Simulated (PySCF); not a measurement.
**C2H6O4SSi (SMILES O=S(=O)(O)[C@H]1OC[SiH2]1): density, localisation and related maps**

The calculation's input:

```
{"job": {"kind": "uv", "xc": "CAM-B3LYP", "basis": "def2-SVPD", "nstates": 8, "ntriplets": 3}, "charge": 0, "multiplicity": 1}
O      2.366095     0.739874    -1.264828
S      1.533239     0.411588    -0.155025
O      0.929284     1.487275     0.585262
O      2.403597    -0.476996     0.858135
C      0.185149    -0.684444    -0.605276
O     -0.337696    -1.096756     0.640275
C     -1.454472    -0.199044     0.827237
Si    -1.281335     0.496948    -0.962029
H      1.887238    -0.653746     1.648522
H      0.568933    -1.506752    -1.199514
H     -2.338346    -0.780341     1.098572
H     -1.233249     0.508803     1.628371
H     -1.043243     1.905475    -1.203649
H     -2.185870    -0.152356    -1.918219
```

Run with:

```sh
OMP_NUM_THREADS=1 python probes_run.py task.json out
```

Geometry: GFN2-xTB.

Method: CAM-B3LYP/def2-SVPD, SCF density, gas phase in PySCF 2.14.0.

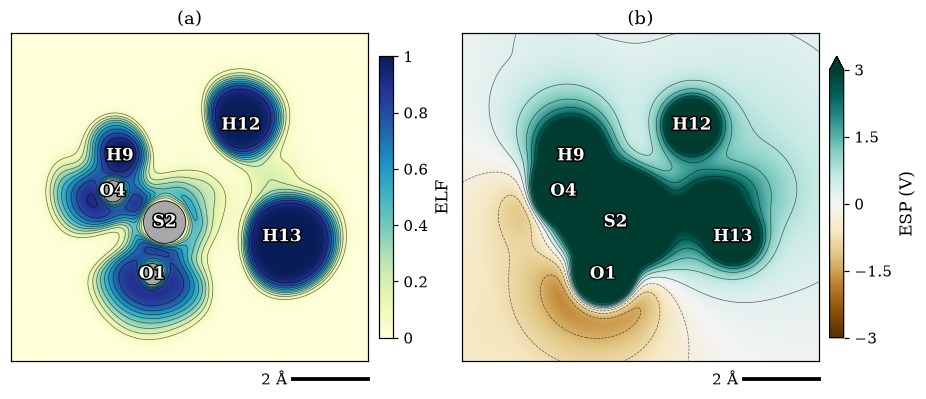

Figure 1. (a) electron localisation function; (b) molecular electrostatic potential on the plane of atoms S2, O4 and H9. Grey discs cover the atomic cores in the ELF map.

**What does the map show?**

The plane passes through O, S and H nuclei. S–O (1.43 Å): the ELF peaks at about 0.85 between the atoms (a short, strongly polar bond). O–H (0.96 Å): the ELF climbs to about 1 towards the hydrogen, as it does in any bond to H (a covalent bond by its length). S–O (1.60 Å): the ELF peaks at about 0.85 between the atoms (a polar covalent bond). The ELF also peaks beside O1 and O4, away from the bonds: lone-pair regions. Outside the dense part of the molecule the potential is most negative (−1.7 V) near O1.

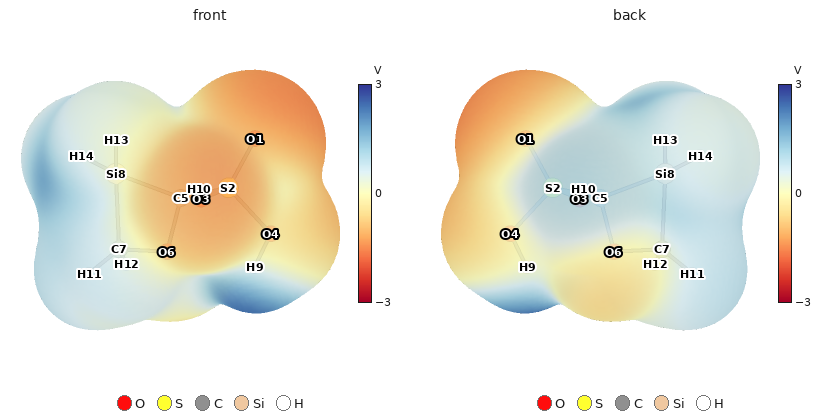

Figure 2. The molecular electrostatic potential painted on the density surface at 0.001 e/bohr³, seen from the front and from behind; the colour scale runs from red (negative) to blue (positive).

**Which sites attract a positive test charge, and which a negative one?**

A positive charge is drawn to the negative regions and a negative charge to the positive ones. The most negative region (about −1.5 V) lies over O1, the most positive (about +2.3 V) over H9. O1 is the likeliest acceptor of a hydrogen bond.

**How polar is the molecule by this calculation?**

Its dipole moment is 4.51 D.
